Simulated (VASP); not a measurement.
## Ti2InC under strain

How does the pressure of Ti2InC answer to a change of volume? The bands are shown for each cell. All runs use r2SCAN. Left out of this account: 1 further run (fields: a reference on another mesh). The start is a computed cell from the Materials Project.

Method: r2SCAN; plane waves and PAW (Ti_sv, In_d, C), in VASP 6.6.1.

**1. The structure**

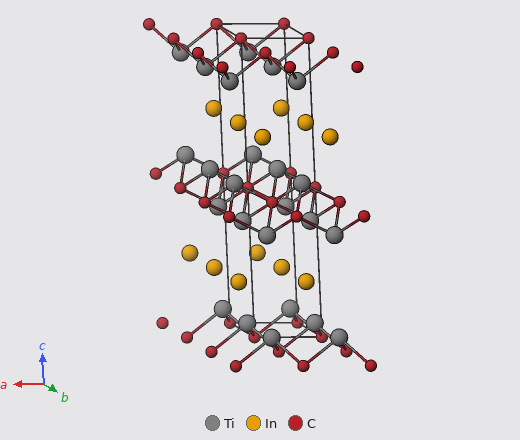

The starting structure, seen from a free direction (titanium grey, indium orange, carbon red). 2×3×1 cells are drawn. Bonds to atoms that aren't drawn are left out. Some periodic images of atoms are drawn too.

As a file:

```
Ti In C
1.0
     3.13559    0.00000    0.00000
    -1.56779    2.71550    0.00000
     0.00000    0.00000   14.13051
Ti In C
4 2 2
Direct
  0.66667 0.33333 0.57876
  0.66667 0.33333 0.92124
  0.33333 0.66667 0.07876
  0.33333 0.66667 0.42124
  0.66667 0.33333 0.25000
  0.33333 0.66667 0.75000
  0.00000 0.00000 0.50000
  0.00000 0.00000 0.00000
```

**2. Bands, cell as listed**

Levels along the symmetry lines show where the bands peak and cross; KPOINTS_OPT computes them in the converged potential. r2SCAN adds the kinetic-energy density, costs more than a GGA and is run with LASPH.

Input file INCAR:

```
SYSTEM = Ti2InC
PREC = Accurate
ENCUT = 520
EDIFF = 1E-06
NELM = 100
ISMEAR = -1
SIGMA = 0.05
LREAL = .FALSE.
ALGO = Normal
METAGGA = R2SCAN
LASPH = .TRUE.
NBANDS = 62
LORBIT = 11
LWAVE = .FALSE.
LCHARG = .FALSE.
KPAR = 8
```

Input file POSCAR:

```
Ti2InC
1.0
    3.1355898063      0.0000000000      0.0000000000
   -1.5677949031      2.7155004281      0.0000000000
    0.0000000000      0.0000000000     14.1305132300
Ti In C
4 2 2
Direct
    0.6666666700      0.3333333300      0.5787604700
    0.6666666700      0.3333333300      0.9212395300
    0.3333333300      0.6666666700      0.0787604700
    0.3333333300      0.6666666700      0.4212395300
    0.6666666700      0.3333333300      0.2500000000
    0.3333333300      0.6666666700      0.7500000000
    0.0000000000      0.0000000000      0.5000000000
    0.0000000000      0.0000000000      0.0000000000
```

Input file KPOINTS:

```
Automatic mesh
0
Gamma
11 11 3
0 0 0
```

Input file KPOINTS_OPT:

```
Line mode
12
Line-mode
Reciprocal
  0.00000000   0.00000000   0.00000000 GAMMA
  0.50000000   0.00000000   0.00000000 M

  0.50000000   0.00000000   0.00000000 M
  0.33333333   0.33333333   0.00000000 K

  0.33333333   0.33333333   0.00000000 K
  0.00000000   0.00000000   0.00000000 GAMMA

  0.00000000   0.00000000   0.00000000 GAMMA
  0.00000000   0.00000000   0.50000000 A

  0.00000000   0.00000000   0.50000000 A
  0.50000000   0.00000000   0.50000000 L

  0.50000000   0.00000000   0.50000000 L
  0.33333333   0.33333333   0.50000000 H

  0.33333333   0.33333333   0.50000000 H
  0.00000000   0.00000000   0.50000000 A

  0.50000000   0.00000000   0.50000000 L
  0.50000000   0.00000000   0.00000000 M

  0.33333333   0.33333333   0.00000000 K
  0.33333333   0.33333333   0.50000000 H
```

PAW data sets: Ti_sv, In_d and C (PBE family, release 64).

Launch:

```
> mpirun -np 8 vasp_std
```

The program printed:

```text
[banner, memory and clock lines left out]
running    8 mpi-ranks, on    1 nodes
 distrk:  each k-point on    1 cores,    8 groups
 distr:  one band on    1 cores,    1 groups

 POSCAR found type information on POSCAR TiInC
 POSCAR found :  3 types and       8 ions
|                                                                             |
|           W    W    AA    RRRRR   N    N  II  N    N   GGGG   !!!           |
|           W    W   A  A   R    R  NN   N  II  NN   N  G    G  !!!           |
|           W    W  A    A  R    R  N N  N  II  N N  N  G       !!!           |
|           W WW W  AAAAAA  RRRRR   N  N N  II  N  N N  G  GGG   !            |
|           WW  WW  A    A  R   R   N   NN  II  N   NN  G    G                |
|           W    W  A    A  R    R  N    N  II  N    N   GGGG   !!!           |
|                                                                             |
|     For optimal performance we recommend to set                             |
|       NCORE = 2 up to number-of-cores-per-socket                            |
|     NCORE specifies how many cores store one orbital (NPAR=cpu/NCORE).      |
|     This setting can greatly improve the performance of VASP for DFT.       |
|     The default, NCORE=1 might be grossly inefficient on modern             |
|     multi-core architectures or massively parallel machines. Do your        |
|     Unfortunately you need to use the default for GW and RPA                |
|     calculations (for HF NCORE is supported but not extensively tested      |
|     yet).                                                                   |
|                                                                             |

|                                                                             |
|               ----> ADVICE to this user running VASP <----                  |
|                                                                             |
|     You enforced a specific xc type in the INCAR file but a different       |
|     [... a line on the potential file left out ...]
|     I HOPE YOU KNOW WHAT YOU ARE DOING!                                     |
|                                                                             |

 LDA part: xc-table for (None), standard interpolation
 POSCAR, INCAR and KPOINTS ok, starting setup
 FFT: planning ... GRIDC
 FFT: planning ... GRID_SOFT
 FFT: planning ... GRID
 WAVECAR not read
 entering main loop
       N       E                     dE             d eps       ncg     rms          rms(c)
DAV:   1     0.107734490470E+04    0.10773E+04   -0.38368E+04  3990   0.183E+03
DAV:   2     0.394418571036E+02   -0.10379E+04   -0.99006E+03  3968   0.555E+02
DAV:   3    -0.131308428119E+03   -0.17075E+03   -0.16234E+03  4718   0.207E+02
DAV:   4    -0.155543114230E+03   -0.24235E+02   -0.23831E+02  6442   0.683E+01
DAV:   5    -0.157238821272E+03   -0.16957E+01   -0.16898E+01  6034   0.152E+01    0.324E+01
DAV:   6    -0.122271690389E+03    0.34967E+02   -0.59255E+01  5254   0.597E+01    0.848E+00
DAV:   7    -0.123128340138E+03   -0.85665E+00   -0.71467E+00  4818   0.132E+01    0.578E+00
DAV:   8    -0.123171481947E+03   -0.43142E-01   -0.71329E-01  6048   0.422E+00    0.270E+00
DAV:   9    -0.123199463881E+03   -0.27982E-01   -0.67312E-02  5426   0.134E+00    0.128E+00
DAV:  10    -0.123212591975E+03   -0.13128E-01   -0.36507E-02  5716   0.913E-01    0.252E-01
DAV:  11    -0.123213626675E+03   -0.10347E-02   -0.48334E-03  5830   0.349E-01    0.145E-01
DAV:  12    -0.123213717435E+03   -0.90760E-04   -0.56418E-04  5998   0.115E-01    0.766E-02
DAV:  13    -0.123213650132E+03    0.67303E-04   -0.94276E-05  5298   0.522E-02    0.220E-02
DAV:  14    -0.123213655363E+03   -0.52306E-05   -0.83833E-06  5120   0.172E-02    0.716E-03
DAV:  15    -0.123213657057E+03   -0.16937E-05   -0.17376E-06  3330   0.861E-03    0.525E-03
DAV:  16    -0.123213658304E+03   -0.12472E-05   -0.45541E-07  2398   0.575E-03    0.901E-04
DAV:  17    -0.123213658453E+03   -0.14888E-06   -0.13575E-07  2344   0.269E-03
   1 F= -.12321366E+03 E0= -.12320323E+03  d E =-.208555E-01
 Start KPOINTS_OPT (optional k-point list driver)
k-point batch [1-32\108]
       N       E                     dE             ncg
DAV:   1     0.703846408212E+04   -0.69449E+05     3982
DAV:   2    -0.251837516299E+05   -0.32222E+05     3968
DAV:   3    -0.304409577253E+05   -0.52572E+04     4586
DAV:   4    -0.311967389450E+05   -0.75578E+03     6026
DAV:   5    -0.312500992324E+05   -0.53360E+02     5946
DAV:   6    -0.312521945104E+05   -0.20953E+01     6174
DAV:   7    -0.312522647914E+05   -0.70281E-01     6026
DAV:   8    -0.312522677842E+05   -0.29929E-02     5996
DAV:   9    -0.312522679841E+05   -0.19983E-03     5410
DAV:  10    -0.312522679886E+05   -0.45760E-05     3930
DAV:  11    -0.312522679891E+05   -0.50171E-06     2834
[...]
k-point batch [97-108\108]
       N       E                     dE             ncg
DAV:   1     0.471101276565E+05   -0.39200E+05     1504
DAV:   2     0.352525440216E+05   -0.11858E+05     1488
DAV:   3     0.333982222323E+05   -0.18543E+04     1672
DAV:   4     0.331332205731E+05   -0.26500E+03     2272
DAV:   5     0.331084395476E+05   -0.24781E+02     2314
DAV:   6     0.331072813247E+05   -0.11582E+01     2336
DAV:   7     0.331072402722E+05   -0.41052E-01     2290
DAV:   8     0.331072384917E+05   -0.17806E-02     2282
DAV:   9     0.331072383907E+05   -0.10091E-03     2034
DAV:  10     0.331072383865E+05   -0.42315E-05     1658
DAV:  11     0.331072383862E+05   -0.28182E-06     1194
```

The job ended after 2.5 min (8 MPI ranks of Intel Xeon 6975P-C (Granite Rapids), shared host; peak memory 4.1 GiB).

Lines that name or quote the potential files are left out of all logs, and their timing lines are given in words.

Parts of OUTCAR (step 2):

```text
ion  position               nearest neighbor table
   1  0.667  0.333  0.579-   7 2.13   7 2.13   7 2.13   4 2.87   4 2.87   4 2.87   6 3.02   6 3.02
                             6 3.02
   2  0.667  0.333  0.921-   8 2.13   8 2.13   8 2.13   3 2.87   3 2.87   3 2.87   6 3.02   6 3.02
                             6 3.02
   3  0.333  0.667  0.079-   8 2.13   8 2.13   8 2.13   2 2.87   2 2.87   2 2.87   5 3.02   5 3.02
                             5 3.02
   4  0.333  0.667  0.421-   7 2.13   7 2.13   7 2.13   1 2.87   1 2.87   1 2.87   5 3.02   5 3.02
                             5 3.02
   5  0.667  0.333  0.250-   3 3.02   4 3.02   3 3.02   4 3.02   3 3.02   4 3.02
   6  0.333  0.667  0.750-   1 3.02   2 3.02   1 3.02   2 3.02   1 3.02   2 3.02
   7  0.000  0.000  0.500-   1 2.13   4 2.13   4 2.13   1 2.13   1 2.13   4 2.13
   8  0.000  0.000  0.000-   2 2.13   3 2.13   3 2.13   2 2.13   2 2.13   3 2.13

  LATTYP: Found a hexagonal cell.
 ALAT       =     3.1355898063
 C/A-ratio  =     4.5064929098

 Subroutine GETGRP returns: Found 24 space group operations
 (whereof 12 operations were pure point group operations)

The static configuration has the point symmetry D_3d.
 The point group associated with its full space group is D_6h.

 Found     32 irreducible k-points:

   k-points           NKPTS =     32   k-points in BZ     NKDIM =     32   number of bands    NBANDS=     62

   dimension x,y,z NGX =    24 NGY =   24 NGZ =  108
   dimension x,y,z NGXF=    48 NGYF=   48 NGZF=  216

   ENCUT  =  520.0 eV  38.22 Ry    6.18 a.u.   5.83  5.83 26.27*2*pi/ulx,y,z

   NELECT =      82.0000    total number of electrons

 k-points in reciprocal lattice and weights: Automatic mesh
   0.00000000  0.00000000  0.00000000       0.003
   0.09090909 -0.00000000  0.00000000       0.017
   0.18181818  0.00000000  0.00000000       0.017
   0.27272727  0.00000000  0.00000000       0.017
   0.36363636  0.00000000  0.00000000       0.017
   0.45454545 -0.00000000  0.00000000       0.017
   0.09090909  0.09090909  0.00000000       0.017
   0.18181818  0.09090909  0.00000000       0.033
   0.27272727  0.09090909  0.00000000       0.033
[...]
0.27272727  0.27272727  0.33333333       0.033
   0.36363636  0.27272727  0.33333333       0.033

 average (electrostatic) potential at core
       1 -76.4046       2 -76.4046       3 -76.4046       4 -76.4046       5 -97.4079
       6 -97.4079       7 -46.8774       8 -46.8774

 E-fermi :   8.9969

 k-point     1 :       0.0000    0.0000    0.0000
  band No.  band energies     occupation
    ...
     34       6.1564      2.00000
     35       6.1564      2.00000
     36       6.1715      2.00000
     37       6.1715      2.00000
     38       6.9889      2.00000
     39       9.7006      0.00000
     40       9.7398      0.00000
     41       9.7398      0.00000
     42       9.7398      0.00000
     43       9.7398      0.00000
    ...

 k-point     2 :       0.0909   -0.0000    0.0000
  band No.  band energies     occupation
    ...
     34       5.9650      2.00000
     35       6.1810      2.00000
     36       6.1941      2.00000
     37       6.5817      2.00000
     38       7.0590      2.00000
     39       9.5181      0.00006
     40       9.5457      0.00003
     41       9.6736      0.00000
     42       9.8265      0.00000
     43       9.8330      0.00000
    ...

 k-point     3 :       0.1818    0.0000    0.0000
  band No.  band energies     occupation
    ...
     36       6.2365      2.00000
     37       6.9336      2.00000
     38       7.3142      2.00000
     39       8.9575      1.37523
     40       8.9850      1.11835
     41       9.5595      0.00003
     42       9.9117      0.00000
     43       9.9243      0.00000
     44      10.0293      0.00000
     45      10.0722      0.00000
    ...

  Total       -0.0042741     -0.0042741      0.1278412     -0.0000000     -0.0000000      0.0000000
  in kB       -0.0569153     -0.0569153      1.7023714     -0.0000000     -0.0000000      0.0000000
  external PRESSURE =       0.5295136 kB  Pullay stress =       0.0000000 kB

  energy-cutoff  :      520.00
  volume of cell :      120.32
      direct lattice vectors                 reciprocal lattice vectors
     3.135589806  0.000000000  0.000000000     0.318919266  0.184128124  0.000000000
    -1.567794903  2.715500428  0.000000000     0.000000000  0.368256248  0.000000000
     0.000000000  0.000000000 14.130513230     0.000000000  0.000000000  0.070768838

 POSITION                                       TOTAL-FORCE (eV/Angst)
 -----------------------------------------------------------------------------------
      1.56779      0.90517      8.17818         0.000000     -0.000000      0.002889
      1.56779      0.90517     13.01759         0.000000     -0.000000     -0.002889
     -0.00000      1.81033      1.11293        -0.000000      0.000000      0.002889
     -0.00000      1.81033      5.95233        -0.000000      0.000000     -0.002889
      1.56779      0.90517      3.53263         0.000000     -0.000000      0.000000
     -0.00000      1.81033     10.59788         0.000000      0.000000      0.000000
      0.00000      0.00000      7.06526        -0.000000     -0.000000      0.000000
      0.00000      0.00000      0.00000        -0.000000     -0.000000      0.000000
 -----------------------------------------------------------------------------------
    total drift:                               -0.000022      0.000013     -0.000000

  FREE ENERGIE OF THE ION-ELECTRON SYSTEM (eV)
  ---------------------------------------------------
  free  energy   TOTEN  =      -123.2136584528 eV

  energy  without entropy=     -123.1928029390  energy(sigma->0) =     -123.20323070

 total charge
# of ion       s       p       d       tot
------------------------------------------
    1        2.189   6.194   1.894  10.277
    2        2.189   6.194   1.894  10.277
    3        2.189   6.194   1.894  10.277
    4        2.189   6.194   1.894  10.277
    5        0.905   0.843   9.844  11.592
    6        0.905   0.843   9.844  11.592
    7        0.904   1.545   0.000   2.449
    8        0.904   1.545   0.000   2.449
--------------------------------------------------
tot         12.374  29.553  27.263  69.190

[... 3 further parts left out ...]
```

Spin-orbit coupling is off here; with elements this heavy it splits and shifts levels by tenths of an eV or more. The PAW data sets were made with PBE, which is usual practice but a small mismatch for other functionals.

This step gave:

```
SCF cycles              : 17
electrons               : 82
bands                   : 62
irreducible k-points    : 32
symmetry operations     : 24
free energy (TOTEN)     : -123.2137 eV
energy at zero smearing : -123.2032 eV
Fermi energy            : 8.997 eV
pressure                : 0.05295 GPa
metallic                : yes
```

The electronic bands at the labelled points (eV, zero at the Fermi level; # counts the bands kept, so #1 is VASP's band 29):

| point | #11 | #12 | #13 | #14 | #15 | #16 | #17 | #18 |
| --- | --- | --- | --- | --- | --- | --- | --- | --- |
| Γ | 0.70 | 0.74 | 0.74 | 0.74 | 0.74 | 0.83 | 1.64 | 1.64 |
| M | -1.41 | -1.32 | -1.03 | -1.02 | 1.85 | 2.07 | 2.11 | 2.35 |
| K | -1.14 | -1.04 | -1.01 | -1.01 | -0.11 | 1.23 | 1.44 | 1.44 |
| Γ | 0.70 | 0.74 | 0.74 | 0.74 | 0.74 | 0.83 | 1.64 | 1.64 |
| A | 0.74 | 0.74 | 0.74 | 0.74 | 0.78 | 0.78 | 1.67 | 1.67 |
| L | -1.36 | -1.36 | -1.02 | -1.02 | 1.99 | 1.99 | 2.19 | 2.19 |
| H | -1.23 | -1.23 | -0.91 | -0.91 | 0.53 | 0.53 | 1.30 | 1.30 |
| A | 0.74 | 0.74 | 0.74 | 0.74 | 0.78 | 0.78 | 1.67 | 1.67 |
| jump to L | -1.36 | -1.36 | -1.02 | -1.02 | 1.99 | 1.99 | 2.19 | 2.19 |
| M | -1.41 | -1.32 | -1.03 | -1.02 | 1.85 | 2.07 | 2.11 | 2.35 |
| jump to K | -1.14 | -1.04 | -1.01 | -1.01 | -0.11 | 1.23 | 1.44 | 1.44 |
| H | -1.23 | -1.23 | -0.91 | -0.91 | 0.53 | 0.53 | 1.30 | 1.30 |

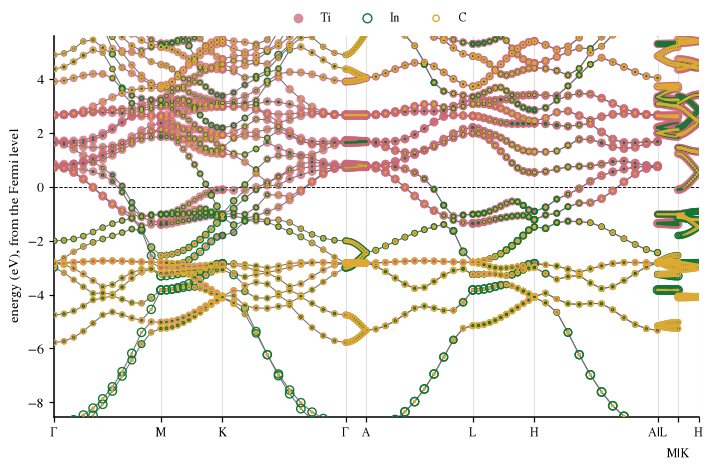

Electronic bands along the path; dots are coloured as in the legend, and their area grows with the weight.

There is no gap at this level.

(Part 1 of 4 ends here.)

[Lines on the potential files, build, host, timing and source positions are cut from VASP's logs without a mark.]

[Logs are printed without paths, hosts, clocks, repeated set-up lines and the standing remarks that a program may print on its own settings, such as how far it seeks lower states.]

[Hosts, paths, dates, database ids (printed as entryN), source tags and the programs' standing remarks are cut or masked in the printed files.]

[A measured line is paired with the nearest computed mode of its activity, which favours agreement.]

[In band tables of VASP the shares of atoms and orbitals are scaled to a sum of 1 inside the atoms' spheres.]
